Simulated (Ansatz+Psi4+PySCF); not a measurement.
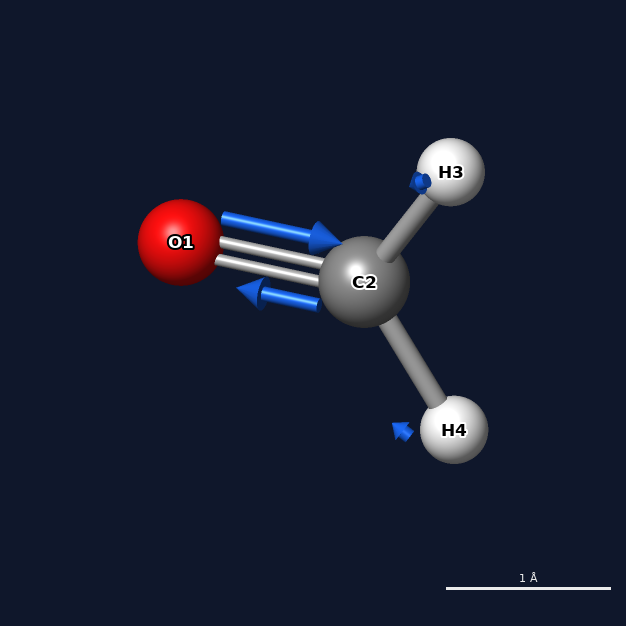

Figure made from data computed with Ansatz+Psi4+PySCF.

Arrows show the forces on the atoms, 1 Å of arrow for 1 eV/Å; forces under a tenth of the largest aren't drawn. Level of theory: R-MP2 (2 frozen)/cc-pVTZ (Ansatz).

### On which atom is the force largest, and how large is it?

On O1: 0.79 eV/Å.

### Along which bond is the force strongest?

O1–C2, now 1.220 Å: the forces pull its atoms together, so a first step downhill shortens it.

List the force components in the frame of the picture (x right, y up, z towards the viewer), in eV/Å.

```tsv
atom	Fx	Fy	Fz
O1	0.73	−0.16	0.27
C2	−0.51	0.11	−0.19
H3	−0.11	−0.04	−0.08
H4	−0.11	0.09	0.00
```
